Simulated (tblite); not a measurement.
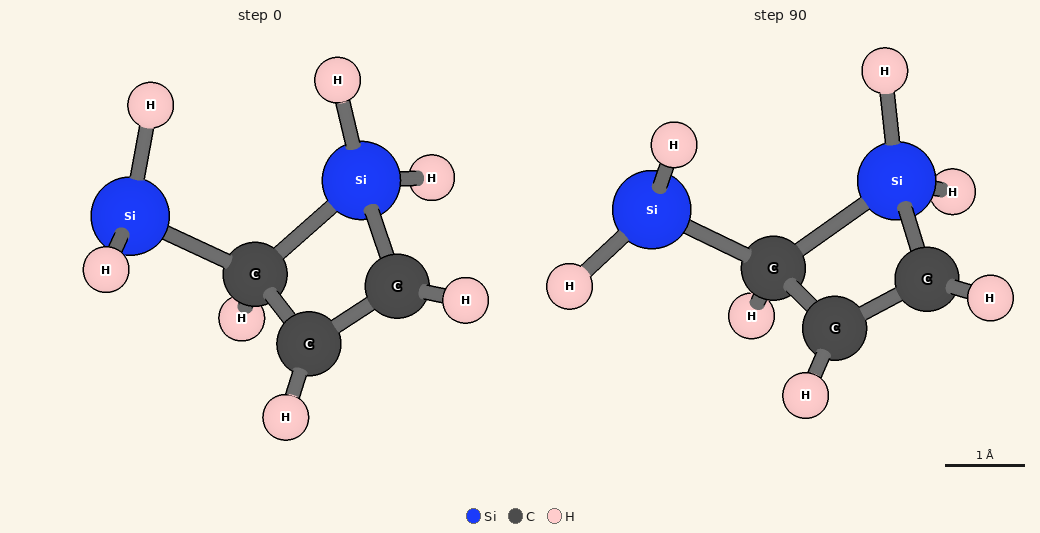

The structure of C3H7Si2 (multiplicity 2) before (left) and after (right) a relaxation, at one scale.

The picture is a ball-and-stick view, seen at a tilt.

All numbers below come from GFN2-xTB geometry optimisation, gas phase in tblite. 

What changed between the two?

Answer. After 90 geometry steps the energy has fallen by 12.7 kcal/mol. The atom that moves furthest after the best rigid fit is an H atom (1.13 Å). By element the largest moves are H 1.13 Å, Si 0.25 Å, C 0.23 Å. Near-neighbour distances that change, for instance: C–Si 1.810 → 1.941 Å, C–Si 1.838 → 1.881 Å, C–H 1.120 → 1.092 Å, C–C 1.481 → 1.501 Å. Bond angles that change, for instance: C–C–C 97.8° → 105.9°, C–C–H 131.6° → 124.8°, C–C–Si 93.6° → 86.9°. Groups turn about C–Si by about 55°.
